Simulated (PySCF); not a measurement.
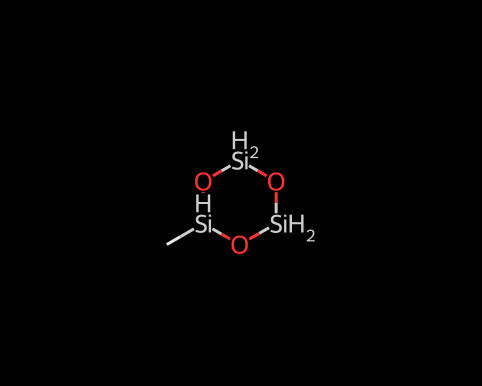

The geometry was computed by an optimisation with PBE0-D3(BJ)/def2-SVP. No frequency run is at hand to confirm it as a minimum. Program: PySCF 2.14.0.

Tabulate HOMO energy (eV) at these levels: BHandHLYP/aug-pcX-1 (pcseg-1 on H) (def2-SVPD on Si); CAM-B3LYP/def2-SVPD; CAM-B3LYP/def2-SVPD in dichloromethane (IEF-PCM); CAM-B3LYP/def2-SVPD in methanol (IEF-PCM); PBE0/pcSseg-1 in dichloromethane (IEF-PCM); PBE0/pcSseg-1 in methanol (IEF-PCM).

| level | HOMO energy (eV) |
| --- | --- |
| BHandHLYP/aug-pcX-1 (pcseg-1 on H) (def2-SVPD on Si) | −9.57 |
| CAM-B3LYP/def2-SVPD | −9.63 |
| CAM-B3LYP/def2-SVPD in dichloromethane (IEF-PCM) | −9.55 |
| CAM-B3LYP/def2-SVPD in methanol (IEF-PCM) | −9.55 |
| PBE0/pcSseg-1 in dichloromethane (IEF-PCM) | −8.21 |
| PBE0/pcSseg-1 in methanol (IEF-PCM) | −8.21 |
